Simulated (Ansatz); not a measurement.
The figure comes from a scan of SrO (rock salt): a phonon pattern at L = (0.5, 0.0, 0.0) is frozen into a 4-atom cell, Q being the largest atomic displacement. Computed with PBE (plane waves to 420 eV, PAW, scalar-relativistic; Ansatz, a first-principles code). k mesh 11×11×11 (Γ-centred), Fermi-Dirac smearing 0.05 eV. SrO was relaxed with its symmetry unable to fall. 

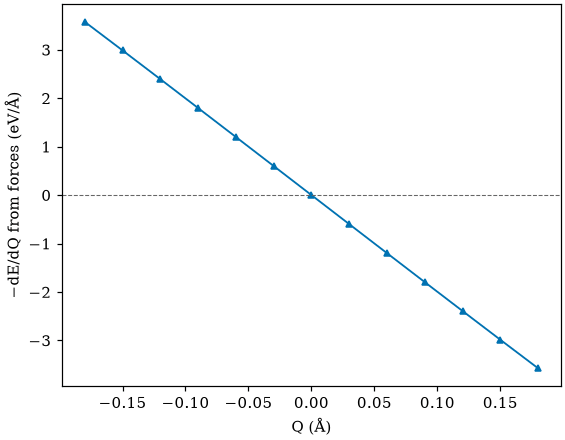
Figure: −dE/dQ from forces (eV/Å) against Q (Å); markers are the computed points, lines only join them.

Problem. List the plotted points as numbers.

Solution. To the nearest 0.1:

```
Q (Å)   −dE/dQ from forces (eV/Å)
------  -------------------------
-0.180                        3.6
-0.150                        3.0
-0.120                        2.4
-0.090                        1.8
-0.060                        1.2
-0.030                        0.6
0.000                         0.0
0.030                        -0.6
0.060                        -1.2
0.090                        -1.8
0.120                        -2.4
0.150                        -3.0
0.180                        -3.6
```

(For displaced atoms, the force is minus the slope of the energy, and its curvature is a force constant, which sets phonon frequencies.)
